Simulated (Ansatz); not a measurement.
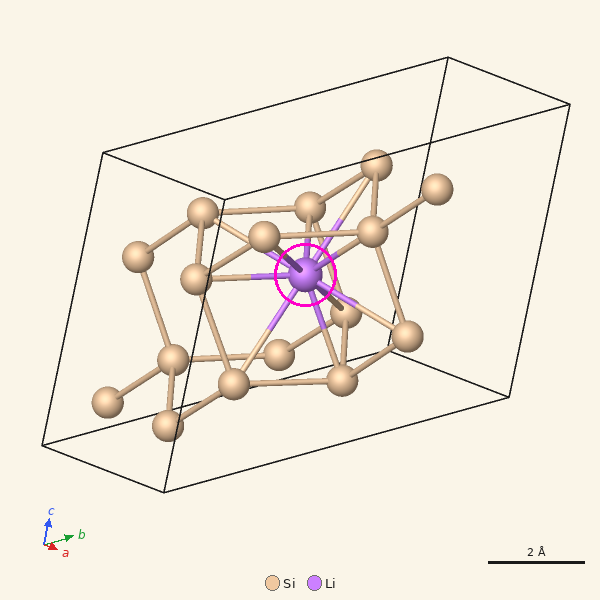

We look at a ball-and-stick model of the crystal slightly off an axis. The wireframe shows the supercell. The host is Si, in a cell of 16 sites, and the cell is neutral. A ring marks the defect's site.

### What imperfection does the supercell contain?

An interstitial lithium atom. It is bonded to ten Si at about 2.4 to 2.8 Å.

The calculation used DFT PBE, scalar-relativistic, plane waves, PAW (Ansatz 0.2.0), with plane-wave cutoff 420 eV, a 2×2×2 mesh of k-points, Gaussian smearing of 0.01 eV, collinear spins.

### Is the defect magnetic?

No net moment.

The atoms were relaxed in the host's cell with Ansatz 0.2.0, DFT PBE, scalar-relativistic, plane waves, PAW.
